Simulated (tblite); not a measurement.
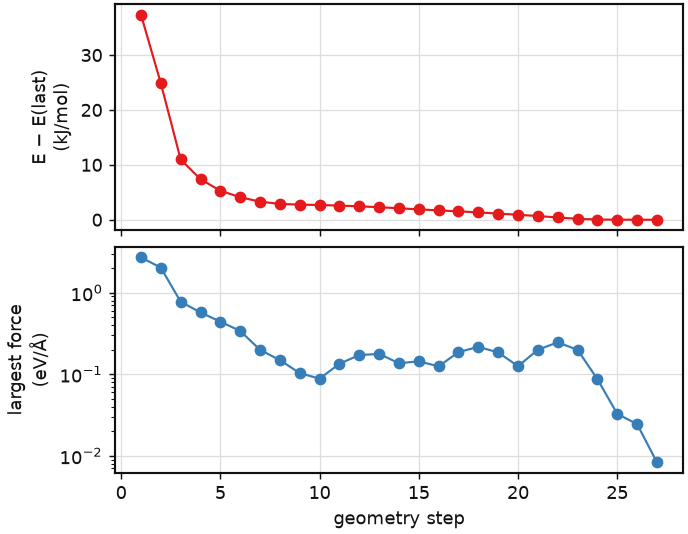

History of a geometry optimisation.

FGaH₅N (SMILES [NH3+][GaH2-][F]); GFN2-xTB geometry optimisation, gas phase (tblite).

How did the optimisation end?

The optimisation met its thresholds at geometry 27, counting the start as the first. The energy fell by about 37 kJ/mol from the first step to the last. The largest force goes from about 2.7 eV/Å at the start to 8 × 10⁻³ eV/Å at the end.
